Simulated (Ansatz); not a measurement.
**AlClFH3O: two geometries relaxed**

Aim: relax the geometries before and after the reaction (ligand exchange), and see whether they are two minima and how far apart in energy. Meant to form: Al1–O5, H7–F2; to break: Al1–F2, H7–O5. The start is a guess near the saddle point, from which both ends are pulled out.

Program: Ansatz 0.2.0. Level of theory: RKS PBE-D4/cc-pVDZ. These are calculated values, not measurements.

### Step 1. The starting structure

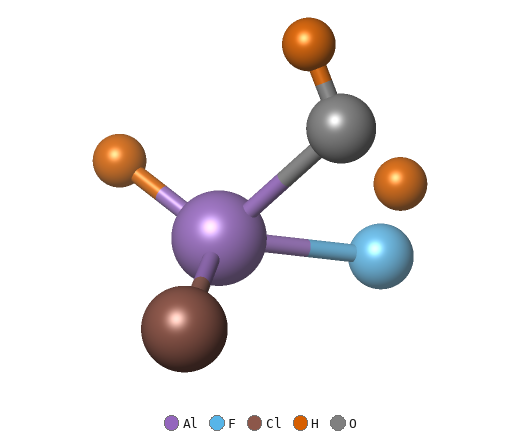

Start, viewed from a free direction; aluminium purple, fluorine blue, chlorine brown, hydrogen orange, oxygen grey.

As a file:

```xyz
7

Al    0.0000    0.0000    0.0000
F     0.0000    0.0000    2.0400
Cl    1.9312    0.0000   -1.1150
H    -1.3510    0.0000   -0.7800
O     0.4375   -1.9248    0.6559
H    -0.1954   -2.5811    0.2213
H     0.2647   -1.1647    1.7520
```

### Step 2. A restrained relaxation towards end A

Springs on the bonds that form and break draw the guess towards this end; the thresholds are loose.

The input, input.yaml:

```yaml
crystal:
  periodic: [false, false, false]
  atoms:
    - { symbol: Al, position_ang: [0.0, 0.0, 0.0] }
    - { symbol: F, position_ang: [0.0, 0.0, 2.04] }
    - { symbol: Cl, position_ang: [1.9312, 0.0, -1.115] }
    - { symbol: H, position_ang: [-1.351, 0.0, -0.78] }
    - { symbol: O, position_ang: [0.4375, -1.9248, 0.6559] }
    - { symbol: H, position_ang: [-0.1954, -2.5811, 0.2213] }
    - { symbol: H, position_ang: [0.2647, -1.1647, 1.752] }
basis:
  gaussian: { orbitals: cc-pVDZ }
hamiltonian:
  xc: pbe
  dispersion: d4
relax:
  f_tol: 0.15
  max_steps: 25
  restrain:
    - { distance: [0, 4], at: 2.98, k: 30.0 }
    - { distance: [6, 1], at: 2.12, k: 30.0 }
    - { distance: [0, 1], at: 1.69, k: 30.0 }
    - { distance: [6, 4], at: 1.01, k: 30.0 }
```

The run is started by

```console
$ ansatz run input.yaml --threads 1 --pin off --max-ram 2048MiB --backend cpu --events-out ev --progress --plain --runs-dir out
```

Standard output (excerpt; [...] marks lines left out):

```text
Warning: RAYON_NUM_THREADS=1 ignored (pool sized by the plan → 1); use --threads N
[...]
Functional definition: PBE
[...]
962 factors; their error is unknown
[...]
mean field -23921.66118516 eV, -879.1048338701 hartree, gradient 1.3e-5 eV, S^2 0.000000; 0 other end points of the search recorded, 0 dependent functions left out
[...]
reference -23921.66122531 eV, -879.1048353457 hartree; 25, 25 occupied and 54, 54 virtual orbitals, 962 factors
relax step   1: F+E_penalty+E_count = -23921.78013949 eV  Δ(F+E_penalty+E_count) = +0.000e0 eV  max|allowed force component| = 2.581e0 eV/Å  E_restraint = 27.58858656 eV  max|allowed force component, restraints' pulls added| = 3.179e1 eV/Å  Δτ_max = 0.0000 Å  (26 SCF iters, accepted)
[...]
relax step   4: F+E_penalty+E_count = -23922.29459427 eV  Δ(F+E_penalty+E_count) = -2.442e-1 eV  max|allowed force component| = 1.529e0 eV/Å  E_restraint = 0.08783845 eV  max|allowed force component, restraints' pulls added| = 2.569e0 eV/Å  Δτ_max = 0.1921 Å  (33 SCF iters, accepted)
[...]
relax step   7: F+E_penalty+E_count = -23922.46474410 eV  Δ(F+E_penalty+E_count) = -7.910e-2 eV  max|allowed force component| = 1.113e0 eV/Å  E_restraint = 0.01481146 eV  max|allowed force component, restraints' pulls added| = 8.743e-1 eV/Å  Δτ_max = 0.0958 Å  (28 SCF iters, accepted)
[...]
relax step  12: F+E_penalty+E_count = -23922.68802531 eV  Δ(F+E_penalty+E_count) = -3.097e-3 eV  max|allowed force component| = 9.073e-1 eV/Å  E_restraint = 0.01206633 eV  max|allowed force component, restraints' pulls added| = 1.133e-1 eV/Å  Δτ_max = 0.0223 Å  (27 SCF iters, accepted)
  distance Al 0 - O 4 = 2.9573 Å
  distance H 6 - F 1 = 2.1220 Å
  distance Al 0 - F 1 = 1.7012 Å
  distance H 6 - O 4 = 0.9974 Å
962 factors; their error is unknown
mean field -23922.58060238 eV, -879.1386218301 hartree, gradient 1.7e-5 eV, S^2 0.000000; 1 other end points of the search recorded, 0 dependent functions left out
[...]
reference -23922.58064387 eV, -879.1386233546 hartree; 25, 25 occupied and 54, 54 virtual orbitals, 962 factors
Total energy: -23922.68806679 eV, -879.1425710742 hartree
Atom 0 at     0.107486     0.284288    -0.130576 Å, force     0.033620    -0.636893    -0.185202 eV/Å
Atom 1 at     0.119840     0.278098     1.570604 Å, force     0.005933     0.036714     0.441534 eV/Å
Atom 2 at     1.907956     0.798377    -1.132868 Å, force     0.040382     0.019637    -0.013272 eV/Å
Atom 3 at    -1.283063     0.118700    -0.863200 Å, force    -0.022445     0.010858    -0.035041 eV/Å
Atom 4 at     0.413980    -2.474548     0.889524 Å, force    -0.211435     0.907311     0.119838 eV/Å
Atom 5 at    -0.491634    -2.841744     0.793670 Å, force     0.113312     0.077263     0.065274 eV/Å
Atom 6 at     0.312435    -1.833772     1.647045 Å, force     0.040633    -0.414891    -0.393131 eV/Å
Dipole moment:    -0.482386    -0.195475     0.081289 e Å
```

It took 24 s on 1 thread of AMD EPYC 7R43 (Zen 3), shared host; peak memory 0.15 GiB.

Relaxation path:

| step | energy from step 1 (eV) | largest force component (eV/Å) |
| --- | --- | --- |
| 1 | 0.0000 | 2.5806 |
| 2 | 0.0748 | 2.5437 |
| 3 | -0.2702 | 1.8815 |
| 4 | -0.5145 | 1.5293 |
| 5 | -0.6055 | 1.3938 |
| 6x | -0.5600 | 3.6859 |
| 7 | -0.6846 | 1.1132 |
| 8 | -0.7455 | 0.9981 |
| 9 | -0.8151 | 1.1185 |
| 10 | -0.8742 | 0.8301 |
| 11 | -0.9048 | 0.9216 |
| 12 | -0.9079 | 0.9073 |

Step 1 is the start. 1 step was tried and not accepted (6; marked x where the table lists them). Energies and forces in the table leave out the springs, which the log lists apart; the run stops on the force with the springs' pull added.

After: Bond lengths: Al1–F2 1.701 Å, Al1–Cl3 2.124 Å, Al1–H4 1.580 Å, O5–H6 0.982 Å, O5–H7 0.997 Å. Angles: F2–Al1–Cl3 117.8°, F2–Al1–H4 118.0°, Cl3–Al1–H4 123.5°, H6–O5–H7 102.7°.

Pairs that crossed the distance rule for bonds on the way: came closer O5–H7; moved apart Al1–O5.

### Step 3. Relaxing end A

It starts where the restrained run ended.

The input, input.yaml:

```yaml
crystal:
  periodic: [false, false, false]
  atoms:
    - { symbol: Al, position_ang: [0.107486, 0.284288, -0.130576] }
    - { symbol: F, position_ang: [0.11984, 0.278098, 1.570604] }
    - { symbol: Cl, position_ang: [1.907956, 0.798377, -1.132868] }
    - { symbol: H, position_ang: [-1.283063, 0.1187, -0.8632] }
    - { symbol: O, position_ang: [0.41398, -2.474548, 0.889524] }
    - { symbol: H, position_ang: [-0.491634, -2.841744, 0.79367] }
    - { symbol: H, position_ang: [0.312435, -1.833772, 1.647045] }
basis:
  gaussian: { orbitals: cc-pVDZ }
hamiltonian:
  xc: pbe
  dispersion: d4
relax:
  f_tol: 0.03
  max_steps: 50
```

The run is started by

```console
$ ansatz run input.yaml --threads 1 --pin off --max-ram 2048MiB --backend cpu --events-out ev --progress --plain --runs-dir out
```

Standard output (excerpt; [...] marks lines left out):

```text
Warning: RAYON_NUM_THREADS=1 ignored (pool sized by the plan → 1); use --threads N
[...]
[... 1 set-up line as earlier in the session ...]
[...]
962 factors; their error is unknown
[...]
mean field -23922.58059906 eV, -879.1386217079 hartree, gradient 4.9e-5 eV, S^2 0.000000; 0 other end points of the search recorded, 0 dependent functions left out
[...]
reference -23922.58064040 eV, -879.1386232271 hartree; 25, 25 occupied and 54, 54 virtual orbitals, 962 factors
relax step   1: F+E_penalty+E_count = -23922.68802198 eV  Δ(F+E_penalty+E_count) = +0.000e0 eV  max|allowed force component| = 9.074e-1 eV/Å  Δτ_max = 0.0000 Å  (25 SCF iters, accepted)
[...]
relax step   3: F+E_penalty+E_count = -23923.13430136 eV  Δ(F+E_penalty+E_count) = -2.466e-1 eV  max|allowed force component| = 1.384e0 eV/Å  Δτ_max = 0.1954 Å  (33 SCF iters, accepted)
[...]
mean field -23923.25377487 eV, -879.1633604628 hartree, gradient 2.5e-5 eV, S^2 0.000000; 1 other end points of the search recorded, 0 dependent functions left out
[...]
reference -23923.25381633 eV, -879.1633619864 hartree; 25, 25 occupied and 54, 54 virtual orbitals, 962 factors
Total energy: -23923.37250936 eV, -879.1677238745 hartree
Atom 0 at     0.085223    -0.044164     0.041423 Å, force    -0.010398     0.004900    -0.000510 eV/Å
Atom 1 at     0.069674     0.420567     1.704676 Å, force    -0.000555     0.003688     0.006892 eV/Å
Atom 2 at     1.880417     0.437392    -1.034458 Å, force     0.007098    -0.004292    -0.002690 eV/Å
Atom 3 at    -1.304739    -0.133430    -0.730400 Å, force    -0.001544    -0.001016    -0.002814 eV/Å
Atom 4 at     0.372544    -1.966374     0.666936 Å, force     0.026767     0.020537    -0.007474 eV/Å
Atom 5 at    -0.384003    -2.561571     0.482987 Å, force    -0.013193    -0.009019     0.010957 eV/Å
Atom 6 at     0.367884    -1.823021     1.643034 Å, force    -0.008176    -0.014798    -0.004361 eV/Å
Dipole moment:    -0.407301    -0.924920     0.300279 e Å
```

It took 18 s on 1 thread of AMD EPYC 7R43 (Zen 3), shared host; peak memory 0.16 GiB.

The steps of the relaxation:

| step | energy from step 1 (eV) | largest force component (eV/Å) |
| --- | --- | --- |
| 1 | 0.0000 | 0.9074 |
| 2 | -0.1997 | 0.9573 |
| 3 | -0.4463 | 1.3839 |
| 4 | -0.6086 | 0.7822 |
| 5 | -0.6676 | 0.3424 |
| 6 | -0.6797 | 0.1653 |
| 7 | -0.6825 | 0.0631 |
| 8 | -0.6836 | 0.0501 |
| 9 | -0.6844 | 0.0268 |

Step 1 is the start.

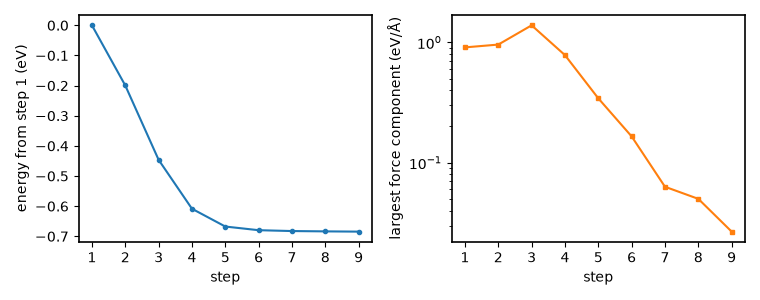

Energy and largest force along the relaxation.

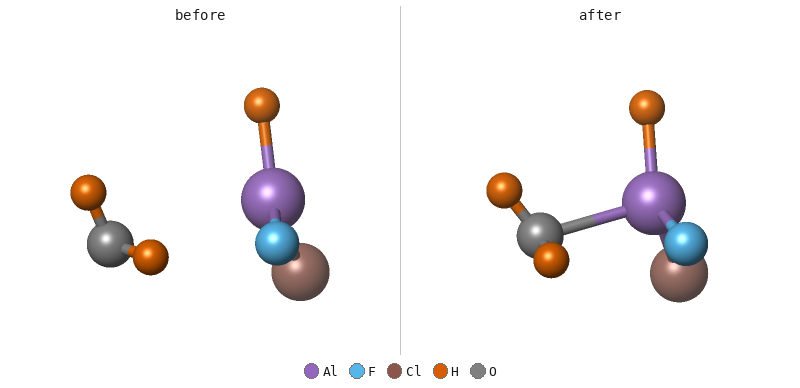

Before and after, at one scale.

After: Bond lengths: Al1–F2 1.727 Å, Al1–Cl3 2.148 Å, Al1–H4 1.592 Å, Al1–O5 2.042 Å, O5–H6 0.980 Å, O5–H7 0.987 Å. Angles: F2–Al1–Cl3 115.4°, F2–Al1–H4 118.3°, F2–Al1–O5 87.7°, Cl3–Al1–H4 120.0°, Cl3–Al1–O5 104.3°, H4–Al1–O5 102.6°, Al1–O5–H6 113.9°, Al1–O5–H7 99.5°, H6–O5–H7 105.7°.

Pairs that crossed the distance rule for bonds on the way: came closer Al1–O5.

(Part 1 of 2 ends here.)
